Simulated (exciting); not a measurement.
Consider SF6, space group Im-3m.

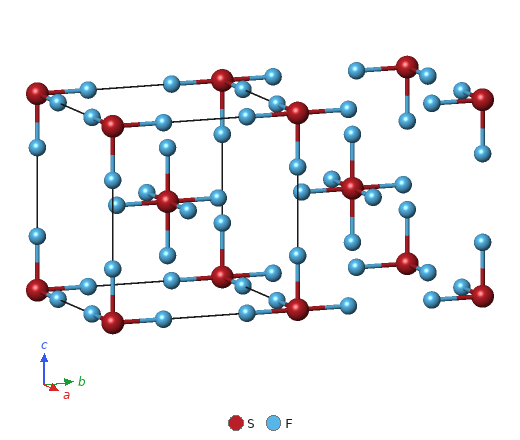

The structure (sulfur red, fluorine blue). 1×2×1 conventional cells are drawn. Some periodic images of atoms are drawn too.

```
S F
1.0
    -2.87350    2.87350    2.87350
     2.87350   -2.87350    2.87350
     2.87350    2.87350   -2.87350
S F
1 6
Direct
  0.00000 0.00000 0.00000
  0.27437 0.00000 0.27437
  0.72563 0.00000 0.72563
  0.00000 0.72563 0.72563
  0.00000 0.27437 0.27437
  0.27437 0.27437 0.00000
  0.72563 0.72563 0.00000
```

Absorber: atom 1, with 6 F at 1.58 Å (octahedral, site symmetry m-3m). Method: exciting, all-electron LAPW+lo, LDA, exchange and screened direct term (singlet BSE), 3×3×3 shifted k points, 33 conduction bands, |G+q| up to 3 bohr⁻¹, full RPA screening with nempty = 62, Lorentzian half width 0.45 eV.

Question: What does the S K spectrum look like, and is there a bound core exciton?

Bound core exciton? Yes on this mesh: the first bright state (over 5 % of the brightest) lies at -2.79 eV from the Kohn–Sham onset and at -2.97 eV from the lowest bare transition of its own mesh; weaker or dark states reach down to -7.00 eV. Maxima (height): -2.8 eV (1.00).

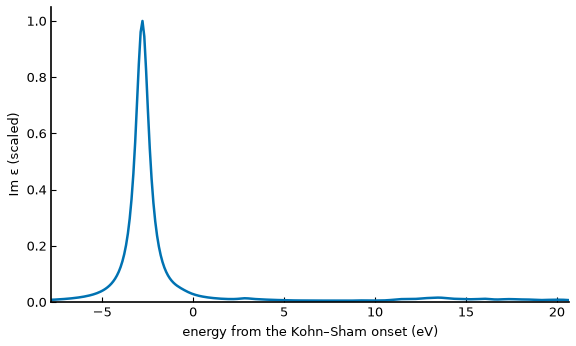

Energy from the Kohn–Sham onset, core level to the lowest empty state found on the meshes used; Im ε in relative units.

Binding energies aren't converged on 27 k points, and fine structure above the first lines is partly noise of the mesh. Exchange and the short-range direct term aren't converged in the kernel cutoff. The zero comes from the unshifted 3×3×3 ground-state mesh; it is exact only where the band minimum lies on that mesh. The Kohn–Sham onset, 2402 eV, is no photon energy (tabulated edge of the element: 2472 eV): the scale needs a rigid shift. Bands and screening come from semilocal DFT, whose small gap overscreens. Vibrations and energy-dependent lifetimes are left out. The structure is a Materials Project entry, computed there, and may be a hypothetical form.

[Banner, clock and machine lines of the logs are left out without a mark of their own.]

[Logs are printed without paths, hosts, clocks, repeated set-up lines and the standing remarks that a program may print on its own settings, such as how far it seeks lower states.]

[Hosts, paths, dates, database ids (printed as entryN), source tags and the programs' standing remarks are cut or masked in the printed files.]
